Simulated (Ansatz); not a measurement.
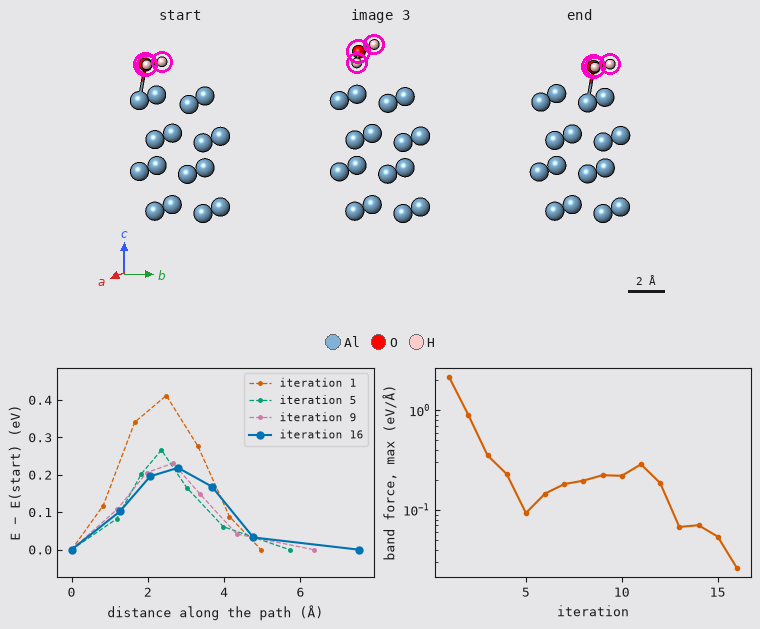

A search for the minimum-energy path of H2O on Al(100) (19 atoms in the cell) by the nudged elastic band. Images are numbered from 0 (start) to 6 (end). The plot follows the band through its iterations. A ball-and-stick model of the simulation cell, with the vacuum cut short (origin moved), seen slightly off an axis. The atoms that move most are ringed. Bonds to atoms that aren't drawn are left out.

Method: Ansatz, DFT PBE-D3(BJ), scalar-relativistic, plane waves, PAW. Run with plane-wave cutoff 420 eV; k-point mesh 3 × 3 × 1; Fermi-Dirac smearing 0.15 eV; 4 atoms held fixed; 5 movable images; climbing image; force threshold 0.05 eV/Å; iteration limit 80; starting path by straight interpolation.

Judge this run.

The result isn't final. The band hadn't converged when the run stopped after 16 iterations. The largest component of the band force went from 2.2 to 0.026 eV/Å. The barrier read from it is provisional, though the highest image hardly moved in the last two iterations. The first iteration put the highest image at 0.412 eV. The two ends have the same energy, and the highest point, image 3, lies 0.219 eV above the start.

Limits of the set-up: the periodic images lie only 5.7 Å apart, so the values are limited by the cell's size.

The run took 4.2 min on 2 threads of AMD EPYC 9R45 96-Core Processor (Zen 5) (shared host), peak memory 1.7 GiB.
